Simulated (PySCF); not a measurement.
**BSi₂PH₈O₂: NMR shielding calculation**

BSi₂PH₈O₂, computed with GIAO CAM-B3LYP/6-31G* NMR shielding, non-relativistic, gas phase (PySCF 2.14.0).

The geometry comes from this level: GFN2-xTB. It belongs to a series of runs on one base structure; here: CAM-B3LYP/6-31G*; damp 0.2. Figures and captions count atoms from 1; the log counts them from 0 in places.

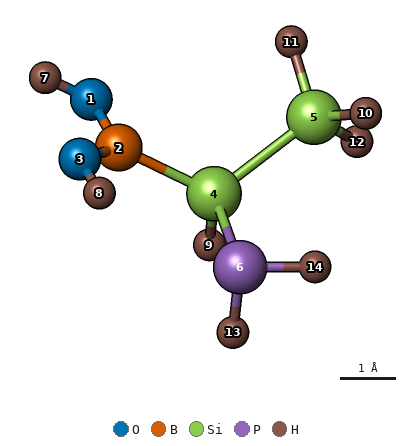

*The structure as given in the input (ball-and-stick view, seen at a tilt; atoms are numbered from 1 in the order of the input).*

Key numbers

| quantity | value |
| --- | --- |
| outcome | converged |
| total energy | −1100.408695 hartree |
| HOMO | −8.43 eV |
| LUMO | 0.55 eV |
| dipole moment | 0.93 D |
| isotropic shielding, O | 195.1 to 212.6 ppm |
| isotropic shielding, B | 83.8 ppm |
| isotropic shielding, Si | 489.7 to 501.3 ppm |
| isotropic shielding, P | 641.3 ppm |
| isotropic shielding, H | 26.9 to 31.7 ppm |
| hardware | 1 CPU thread, shared host |
| wall time | 20 s |
| peak memory | 0.64 GiB |

Settings chosen away from the usual ones: CAM-B3LYP/6-31G*; damp 0.2.

Input file
```
{"job": {"kind": "nmr", "xc": "CAM-B3LYP", "basis": "6-31G*", "pop": true, "scf": {"damp": 0.2}}, "charge": 0, "multiplicity": 1}
O      1.676117    -1.775875    -0.823965
B      1.591163    -0.596191    -0.175233
O      2.716504    -0.120163     0.413542
Si    -0.186953     0.276561    -0.120132
Si    -1.984844    -0.936850     0.752776
P      0.126653     2.178032     1.113111
H      2.550195    -2.174832    -0.826337
H      2.655123     0.715109     0.878025
H     -0.633643     0.764006    -1.447701
H     -2.348703    -0.512262     2.110647
H     -1.701620    -2.371671     0.826511
H     -3.203690    -0.795428    -0.049465
H     -0.079232     3.053682     0.070083
H     -1.177748     2.295409     1.535997
```

The first line tells a small driver script what to run in PySCF; the rest is the geometry in Å.

Run as:
```bash
OMP_NUM_THREADS=1 python <driver script> task.json out
```

The program's output
```
damping 0.20 in the first 6 cycles
final grid: 112384 points
cycle   1  E = -1100.2647565606  dE =  4.995e-01  |g| = 8.450e-01  |ddm| = 3.266e+00
cycle   2  E = -1100.3318449567  dE = -6.709e-02  |g| = 6.517e-01  |ddm| = 9.856e-01
cycle   3  E = -1100.3650514351  dE = -3.321e-02  |g| = 4.967e-01  |ddm| = 7.089e-01
cycle   4  E = -1100.3829542809  dE = -1.790e-02  |g| = 3.812e-01  |ddm| = 5.200e-01
cycle   5  E = -1100.3938012939  dE = -1.085e-02  |g| = 2.911e-01  |ddm| = 4.003e-01
cycle   6  E = -1100.3865594527  dE =  7.242e-03  |g| = 3.534e-01  |ddm| = 3.813e-01
cycle   7  E = -1100.3773873787  dE =  9.172e-03  |g| = 4.225e-01  |ddm| = 4.562e-01
cycle   8  E = -1100.4086927688  dE = -3.131e-02  |g| = 3.332e-03  |ddm| = 2.431e-01
cycle   9  E = -1100.4086938119  dE = -1.043e-06  |g| = 2.608e-03  |ddm| = 3.926e-03
cycle  10  E = -1100.4086950421  dE = -1.230e-06  |g| = 3.153e-04  |ddm| = 1.693e-03
cycle  11  E = -1100.4086950659  dE = -2.384e-08  |g| = 8.013e-05  |ddm| = 3.882e-04
cycle  12  E = -1100.4086950682  dE = -2.268e-09  |g| = 1.566e-05  |ddm| = 1.457e-04
cycle  13  E = -1100.4086950683  dE = -1.028e-10  |g| = 3.280e-06  |ddm| = 3.152e-05
converged SCF energy = -1100.4086950683

GIAO shielding tensors (ppm)
atom      isotropic    diamagn.    paramagn.     s11        s22        s33       span
  0 O      212.592     386.535    -173.943    100.142    249.492    288.142    188.000
  1 B       83.788     198.445    -114.657     64.951     79.737    106.675     41.724
  2 O      195.100     391.286    -196.185     40.098    252.107    293.095    252.997
  3 Si     501.291     884.792    -383.501    473.103    490.609    540.161     67.057
  4 Si     489.737     881.836    -392.098    468.504    489.056    511.652     43.148
  5 P      641.273     968.713    -327.440    564.257    638.709    720.854    156.597
  6 H       27.937      26.859       1.078     23.082     23.421     37.308     14.225
  7 H       26.855      29.726      -2.871     20.091     27.185     33.289     13.198
  8 H       28.364      31.640      -3.276     24.384     26.728     33.980      9.596
  9 H       29.015      30.317      -1.302     25.204     27.850     33.990      8.786
 10 H       28.714      30.056      -1.342     24.833     27.046     34.262      9.429
 11 H       28.734      29.888      -1.153     25.484     26.415     34.304      8.819
 12 H       31.457      31.937      -0.480     26.064     28.370     39.937     13.874
 13 H       31.676      32.211      -0.535     25.495     29.940     39.593     14.098
```

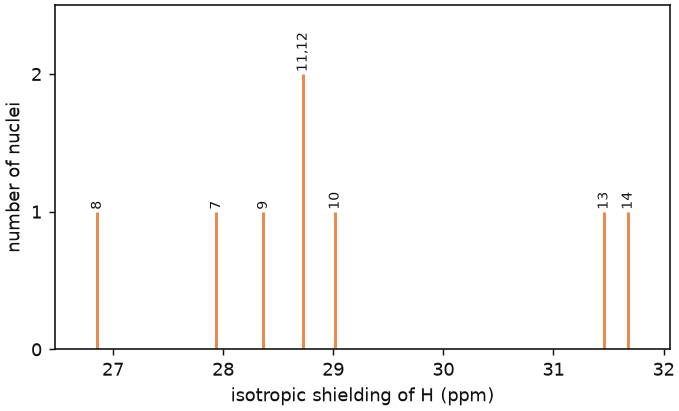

*Isotropic shieldings of the hydrogen nuclei in this fixed geometry, labelled by atom number; shielding grows to the right, so chemical shift grows to the left.*

The least shielded is H8 (26.9 ppm), the most shielded H14 (31.7 ppm).

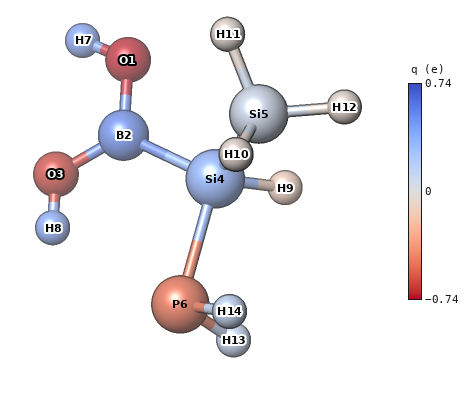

*ESP-fitted charges, as the colour of each atom (ball-and-stick view, seen at a tilt; atoms are numbered from 1 in the order of the input).*

By element: O −0.70 to −0.63, B +0.53, Si +0.07 to +0.34, P −0.48 and H −0.14 to +0.47 e.
